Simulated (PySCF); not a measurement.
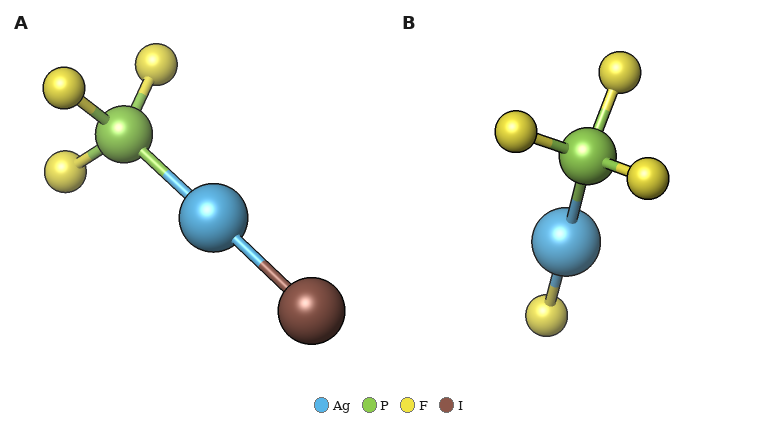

Two related species, optimised with PBE0-D3(BJ)/def2-SVP; properties computed with PySCF 2.14.0. Both: charge 0, singlet.

### What are A and B?

A is Ag(PF3)I, B is Ag(PF3)F.

Compare them. With CAM-B3LYP/def2-SVPD, core potentials on Ag, I: dipole moment (D), HOMO–LUMO gap (eV), HOMO energy (Kohn–Sham orbital) (eV), lowest vertical singlet excitation (eV), mean static polarisability (bohr³). With PBE0-D3(BJ)/def2-SVP: mean P–Ag length (Å), mean P–F length (Å).

```json
{"quantity": "dipole moment (D)", "A": "5.36", "B": "5.39"}
{"quantity": "HOMO–LUMO gap (eV)", "A": "6.79", "B": "8.97"}
{"quantity": "HOMO energy (Kohn–Sham orbital) (eV)", "A": "−7.99", "B": "−10.06"}
{"quantity": "lowest vertical singlet excitation (eV)", "A": "4.32", "B": "5.56"}
{"quantity": "mean static polarisability (bohr³)", "A": "93.2", "B": "49.8"}
{"quantity": "mean P–Ag length (Å)", "A": "2.330", "B": "2.244"}
{"quantity": "mean P–F length (Å)", "A": "1.574", "B": "1.574"}
```

Each is one conformer, and no frequency run is at hand to confirm it as a minimum.
